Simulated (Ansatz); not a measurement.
**ClFH₅NSi···HCl: density, localisation and related maps**

Input file:

```
crystal:
  periodic: [false, false, false]
  atoms:
    - {symbol: Si, position_ang: [-0.229981, 0.259040, -1.195278]}
    - {symbol: Cl, position_ang: [-0.150736, -2.385811, 0.283757]}
    - {symbol: H, position_ang: [1.062572, -0.354681, -1.513519]}
    - {symbol: H, position_ang: [-1.462965, -0.440652, -1.575086]}
    - {symbol: Cl, position_ang: [-0.259711, 2.085665, -2.164347]}
    - {symbol: H, position_ang: [0.594734, 0.132168, 1.178019]}
    - {symbol: N, position_ang: [-0.279219, 0.740410, 0.545526]}
    - {symbol: H, position_ang: [0.731853, -1.610314, 1.109622]}
    - {symbol: F, position_ang: [1.327489, -0.631074, 1.695542]}
    - {symbol: H, position_ang: [-0.179750, 1.745258, 0.655147]}
    - {symbol: H, position_ang: [-1.154187, 0.459990, 0.980618]}
basis:
  gaussian: {orbitals: def2-TZVPP}
hamiltonian: {xc: pbe0, dispersion: d4}
output: {orbitals: {seedname: orbitals}}
```

Launched as:

```sh
ansatz run in.yaml --threads 8 --pin off --events-out ev --progress --plain --max-ram 19148MiB
```

A transition-state structure; geometry: PBE0-D4/def2-TZVP.

Computed with RKS PBE0-D4/def2-TZVPP in Ansatz 0.2.0.

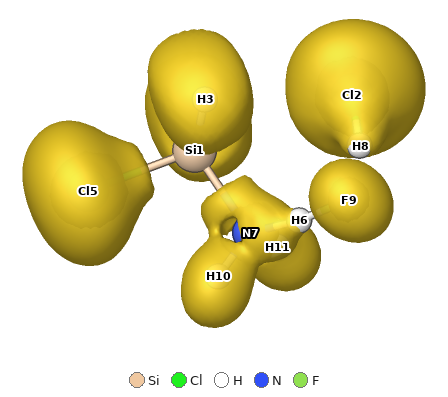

Figure 1. Isosurface of the electron localisation function at 0.75 (yellow), seen at a tilt. Only the valence region is drawn (cores and ρ < 0.01 e/Å³ removed).

Q: What do the ELF domains correspond to?

A: The surface consists of two regions around hydrogen nuclei, one region on Cl in which the atom's valence shell and bonds are merged, one region on F in which the atom's valence shell and bonds are merged, one joined region spread over several atoms (Cl, H), in which their bonds and any lone pairs are merged and one joined region spread over several atoms (H, N), in which their bonds and any lone pairs are merged. Along the contacts the grid gives the following. F9···H8 (1.29 Å): the ELF climbs to about 0.85 towards the hydrogen, as it does in any bond to H. Si–N (1.81 Å): the ELF peaks at about 0.95 between the atoms: a polar covalent bond.

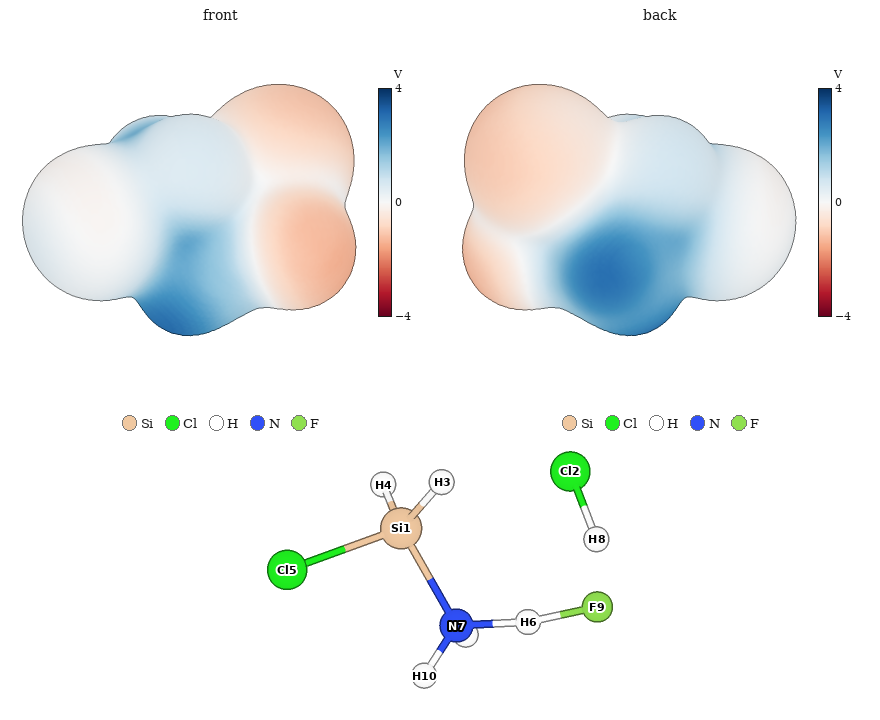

Figure 2. The electrostatic potential painted on the density surface at 0.002 e/bohr³, seen from the front and from behind; red is negative and blue positive. The bare structure is drawn below in the same view.

Q: Where is the surface potential most negative and most positive?

A: The most negative region (about −1.4 V, or −32 kcal/mol for a unit charge) lies over F9, the most positive (about +3.0 V, or +69 kcal/mol for a unit charge) over H10 and H11.

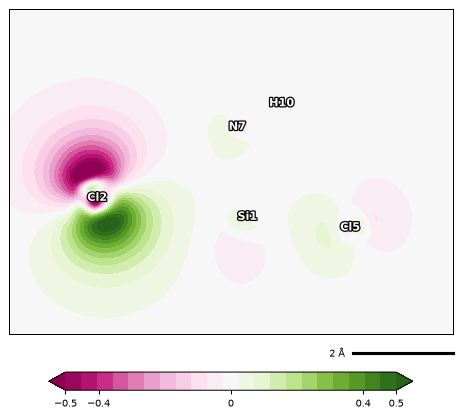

Figure 3. The HOMO on the plane of atoms Cl5, Si1 and N7 (values in Å⁻³ᐟ²; the overall sign is arbitrary).

Q: What is the character of this orbital?

A: It lies mainly on Cl2 (about 90 %); largely a lone pair of Cl2. Its energy is −8.43 eV.
